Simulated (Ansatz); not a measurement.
## Geometry relaxation, with input and output: WH2Cl3F3 (part 2 of 2)

WH2Cl3F3; RKS BHLYP-D4/def2-SVP (Ansatz 0.2.0). It belongs to a series of runs on one base structure; here: end point A relaxed.

Geometry of the input (Å):
```
W  -0.0454  0.1609  -0.3582
H  -0.2823  0.3086  1.3237
F  1.5503  0.5732  -1.1803
Cl -0.2284  2.4290  -0.2017
F  -1.8939  0.2055  -0.2079
F  0.8429  -1.2628  0.4116
Cl -0.5934  -1.2505  -2.0916
Cl 2.1776  1.1633  2.2769
H  0.9536  0.7975  2.6315
```

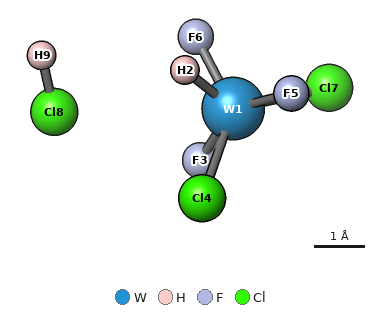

**Figure 1.** The geometry at step 16 of the log (ball-and-stick view, seen at a tilt; atoms are numbered from 1 in the order of the input).

### Output, continued
```
relax step  32: F+E_penalty+E_count = -47556.69278473 eV  Δ(F+E_penalty+E_count) = -1.920e-3 eV  max|allowed force component| = 5.173e-2 eV/Å  Δτ_max = 0.0355 Å  (40 SCF iters, accepted)
the calculation of the forces begins
reference -47556.24765212 eV, -1747.6598664331 hartree; 47, 47 occupied and 91, 91 virtual orbitals, 1399 factors
relax step  33: F+E_penalty+E_count = -47556.69310418 eV  Δ(F+E_penalty+E_count) = -3.195e-4 eV  max|allowed force component| = 1.482e-2 eV/Å  Δτ_max = 0.0316 Å  (40 SCF iters, accepted)
1399 factors; integrals over basis functions are off by at most 3.4e-4 eV
mean field evaluation 256: about -47556.2473 eV, gradient 2.7e-1 eV
mean field -47556.24743033 eV, -1747.6598582824 hartree, gradient 2.9e-5 eV, S^2 0.000000; 1 other end points of the search recorded, 0 dependent functions left out
the calculation of the forces begins
reference -47556.24765212 eV, -1747.6598664331 hartree; 47, 47 occupied and 91, 91 virtual orbitals, 1399 factors
Total energy: -47556.69332597 eV, -1747.6762446449 hartree
Atom 0 at    -0.158134     0.228091    -0.345290 Å, force    -0.005957     0.014768    -0.011647 eV/Å
Atom 1 at    -0.744559     0.544160     1.183208 Å, force     0.003057    -0.002212    -0.001323 eV/Å
Atom 2 at     1.563180     0.634811    -0.876747 Å, force    -0.009773     0.000265     0.006190 eV/Å
Atom 3 at    -0.416966     2.488808    -0.499998 Å, force     0.003603    -0.006550    -0.002403 eV/Å
Atom 4 at    -1.987716     0.221758    -0.624122 Å, force    -0.005619     0.001831    -0.003160 eV/Å
Atom 5 at     0.645485    -1.001803     0.790268 Å, force     0.010957    -0.007036     0.014824 eV/Å
Atom 6 at    -0.277634    -1.485741    -1.885318 Å, force     0.000947     0.001771    -0.001946 eV/Å
Atom 7 at     1.814412     1.376746     2.461505 Å, force    -0.000100    -0.007231    -0.003030 eV/Å
Atom 8 at     2.043029     0.117768     2.400596 Å, force     0.002885     0.004394     0.002495 eV/Å
Dipole moment:     0.025929    -0.056271     0.211388 e Å
```

### Trajectory as extended XYZ (Å, eV, eV/Å), 12 of the 33 frames kept, from step=1 to step=33
```
9
Properties=species:S:1:pos:R:3:forces:R:3 step=1 energy=-47556.50201
W    -0.0454    0.1609   -0.3582   -0.1877  -0.0797   0.4634
H    -0.2823    0.3086    1.3237   -0.0732  -0.0809  -0.5952
F     1.5503    0.5732   -1.1803    0.0276   0.0356   0.0187
Cl   -0.2284    2.4290   -0.2017   -0.0045  -0.0156  -0.0311
F    -1.8939    0.2055   -0.2079    0.0562   0.0386   0.0196
F     0.8429   -1.2628    0.4116    0.0021   0.0663  -0.0099
Cl   -0.5934   -1.2505   -2.0916    0.0038  -0.0113  -0.0451
Cl    2.1776    1.1633    2.2769   -1.1727  -0.3694   0.3776
H     0.9536    0.7975    2.6315    1.3483   0.4165  -0.1981
9
Properties=species:S:1:pos:R:3:forces:R:3 step=4 energy=-47556.59056
W    -0.0776    0.1454   -0.3956    0.0108  -0.0488  -0.3116
H    -0.3722    0.2727    1.2273    0.0313   0.0228   0.2895
F     1.5393    0.5823   -1.1695    0.0070  -0.0247   0.0199
Cl   -0.2579    2.4148   -0.2325   -0.0168   0.0036   0.0187
F    -1.9273    0.2053   -0.2673   -0.0404  -0.0048  -0.0826
F     0.8169   -1.2630    0.3921    0.0011   0.0377   0.0065
Cl   -0.5984   -1.2722   -2.1365    0.0010   0.0178   0.0214
Cl    2.2469    1.1708    2.3156   -0.6113  -0.1750   0.2277
H     1.1113    0.8686    2.8706    0.6172   0.1713  -0.1895
9
Properties=species:S:1:pos:R:3:forces:R:3 step=7 energy=-47556.62696
W    -0.1047    0.1411   -0.4236   -0.0056   0.0221   0.0011
H    -0.4203    0.2743    1.2082   -0.0073  -0.0108   0.0412
F     1.5217    0.5793   -1.1742    0.0506   0.0290   0.0136
Cl   -0.2933    2.4094   -0.2481    0.0005   0.0251  -0.0022
F    -1.9564    0.2009   -0.3614   -0.0231  -0.0036  -0.0178
F     0.7823   -1.2603    0.3830    0.0045  -0.0137   0.0095
Cl   -0.5666   -1.2890   -2.1696   -0.0237  -0.0443  -0.0332
Cl    2.2209    1.1382    2.2618   -0.0930  -0.0247   0.0434
H     1.2976    0.9308    3.1279    0.0972   0.0209  -0.0557
9
Properties=species:S:1:pos:R:3:forces:R:3 step=10 energy=-47556.63275
W    -0.1088    0.1477   -0.4071   -0.0283   0.0238  -0.0597
H    -0.4683    0.2776    1.2178   -0.0067   0.0043   0.0055
F     1.5412    0.5856   -1.1088    0.0070   0.0082   0.0192
Cl   -0.3190    2.4187   -0.2714    0.0076  -0.0259   0.0135
F    -1.9627    0.1973   -0.3909    0.0027  -0.0064  -0.0041
F     0.7490   -1.2633    0.4161    0.0006  -0.0026   0.0200
Cl   -0.5270   -1.2786   -2.1718    0.0016  -0.0010   0.0087
Cl    2.1882    1.1468    2.1773    0.0159   0.0064  -0.0258
H     1.3885    0.8928    3.1429   -0.0004  -0.0067   0.0225
9
Properties=species:S:1:pos:R:3:forces:R:3 step=13 energy=-47556.63762
W    -0.1341    0.1567   -0.4092   -0.0312   0.0127  -0.0170
H    -0.5617    0.3136    1.1972   -0.0035  -0.0084   0.0016
F     1.5423    0.5964   -1.0440   -0.0040   0.0134  -0.0025
Cl   -0.3646    2.4265   -0.3045    0.0092  -0.0111   0.0003
F    -1.9876    0.1915   -0.4768    0.0326  -0.0019  -0.0024
F     0.6948   -1.2359    0.4740   -0.0069  -0.0059   0.0208
Cl   -0.4614   -1.3035   -2.1665   -0.0027  -0.0009   0.0041
Cl    2.1694    1.1938    2.1356    0.0046   0.0141   0.0097
H     1.5840    0.7855    3.1983    0.0019  -0.0121  -0.0146
9
Properties=species:S:1:pos:R:3:forces:R:3 step=16 energy=-47556.64211
W    -0.1387    0.1666   -0.4034   -0.0241  -0.0197  -0.0267
H    -0.5908    0.3424    1.1948    0.0021   0.0093  -0.0070
F     1.5383    0.6019   -1.0388   -0.0002   0.0158   0.0079
Cl   -0.3743    2.4366   -0.3290    0.0090  -0.0010   0.0020
F    -1.9896    0.1994   -0.5060    0.0186   0.0002   0.0092
F     0.6929   -1.2017    0.5174   -0.0054   0.0044   0.0100
Cl   -0.4371   -1.3347   -2.1317    0.0008  -0.0033   0.0084
Cl    2.1400    1.2643    2.1479   -0.0043   0.0159  -0.0010
H     1.6403    0.6498    3.1530    0.0035  -0.0217  -0.0027
9
Properties=species:S:1:pos:R:3:forces:R:3 step=18 energy=-47556.64379
W    -0.1394    0.1687   -0.4041    0.0057  -0.0101   0.0130
H    -0.5946    0.3540    1.1922    0.0030   0.0038  -0.0134
F     1.5371    0.6055   -1.0399   -0.0043   0.0031   0.0009
Cl   -0.3744    2.4390   -0.3350   -0.0005   0.0063  -0.0048
F    -1.9895    0.2026   -0.5109    0.0055  -0.0008   0.0019
F     0.6958   -1.1901    0.5287   -0.0117   0.0104  -0.0005
Cl   -0.4337   -1.3475   -2.1195    0.0018  -0.0050   0.0048
Cl    2.1257    1.2851    2.1556   -0.0411  -0.0352   0.0750
H     1.6541    0.6074    3.1370    0.0417   0.0276  -0.0769
9
Properties=species:S:1:pos:R:3:forces:R:3 step=21 energy=-47556.65431
W    -0.1399    0.1868   -0.3960    0.0042  -0.0341   0.0436
H    -0.6202    0.4134    1.1859    0.0037   0.0046  -0.0049
F     1.5377    0.6185   -1.0323   -0.0005  -0.0008  -0.0015
Cl   -0.3865    2.4570   -0.3783   -0.0104   0.0104  -0.0185
F    -1.9878    0.2072   -0.5322    0.0052   0.0113  -0.0092
F     0.7009   -1.1303    0.5939   -0.0159   0.0118  -0.0184
Cl   -0.4014   -1.3946   -2.0576    0.0062   0.0005   0.0078
Cl    2.0379    1.3481    2.1931   -0.0411  -0.0809   0.1115
H     1.7404    0.4183    3.0275    0.0486   0.0771  -0.1104
9
Properties=species:S:1:pos:R:3:forces:R:3 step=24 energy=-47556.66920
W    -0.1492    0.2064   -0.3774    0.0129   0.0439  -0.1435
H    -0.6694    0.4720    1.1839   -0.0157   0.0104   0.0278
F     1.5383    0.6394   -0.9854   -0.0050  -0.0240   0.0102
Cl   -0.4189    2.4745   -0.4431    0.0042  -0.0041   0.0195
F    -1.9888    0.2094   -0.5791   -0.0375   0.0164   0.0348
F     0.6815   -1.0747    0.6662    0.0316  -0.0267   0.0717
Cl   -0.3501   -1.4350   -1.9884    0.0188  -0.0128  -0.0094
Cl    1.9746    1.3810    2.2645   -0.0347  -0.0636   0.0616
H     1.8632    0.2516    2.8630    0.0253   0.0605  -0.0729
9
Properties=species:S:1:pos:R:3:forces:R:3 step=27 energy=-47556.67899
W    -0.1453    0.2169   -0.3674    0.0243  -0.0221   0.0105
H    -0.6773    0.5074    1.1856   -0.0076  -0.0105   0.0088
F     1.5478    0.6413   -0.9653   -0.0032  -0.0012  -0.0087
Cl   -0.4194    2.4805   -0.4539    0.0012   0.0278  -0.0181
F    -1.9849    0.2100   -0.5760   -0.0103   0.0034  -0.0041
F     0.6871   -1.0404    0.7112   -0.0117   0.0000   0.0083
Cl   -0.3238   -1.4554   -1.9492    0.0012  -0.0003   0.0025
Cl    1.9133    1.3893    2.3003   -0.0162  -0.1123   0.0778
H     1.8838    0.1750    2.7187    0.0223   0.1152  -0.0770
9
Properties=species:S:1:pos:R:3:forces:R:3 step=30 energy=-47556.69086
W    -0.1614    0.2274   -0.3630    0.0017  -0.0928   0.1515
H    -0.7350    0.5323    1.1725   -0.0045   0.0234  -0.0204
F     1.5538    0.6415   -0.9042    0.0037  -0.0051  -0.0196
Cl   -0.4209    2.4892   -0.4845   -0.0082   0.0214  -0.0241
F    -1.9915    0.2228   -0.6362   -0.0101   0.0314   0.0003
F     0.6563   -0.9972    0.7721    0.0044   0.0381  -0.0287
Cl   -0.2944   -1.5017   -1.8823    0.0258   0.0010  -0.0390
Cl    1.8542    1.3883    2.4788   -0.0325   0.0994  -0.0100
H     2.0200    0.1220    2.4510    0.0197  -0.1167  -0.0100
9
Properties=species:S:1:pos:R:3:forces:R:3 step=33 energy=-47556.69310
W    -0.1581    0.2281   -0.3453   -0.0060   0.0148  -0.0116
H    -0.7446    0.5442    1.1832    0.0031  -0.0022  -0.0013
F     1.5632    0.6348   -0.8767   -0.0098   0.0003   0.0062
Cl   -0.4170    2.4888   -0.5000    0.0036  -0.0066  -0.0024
F    -1.9877    0.2218   -0.6241   -0.0056   0.0018  -0.0032
F     0.6455   -1.0018    0.7903    0.0110  -0.0070   0.0148
Cl   -0.2776   -1.4857   -1.8853    0.0009   0.0018  -0.0019
Cl    1.8144    1.3767    2.4615   -0.0001  -0.0072  -0.0030
H     2.0430    0.1178    2.4006    0.0029   0.0044   0.0025
```

### Key numbers

| quantity | value |
| --- | --- |
| outcome | converged |
| total energy | −47556.6933 eV |
| mean-field energy | −47556.2477 eV |
| largest force (length of the vector) at the end | 0.020 eV/Å |
| hardware | 4 threads of AMD EPYC (Zen 3), 24 GiB of memory available, shared host |
| wall time | 1.7 min (CPU time 6.2 min) |
| peak memory | 0.42 GiB |
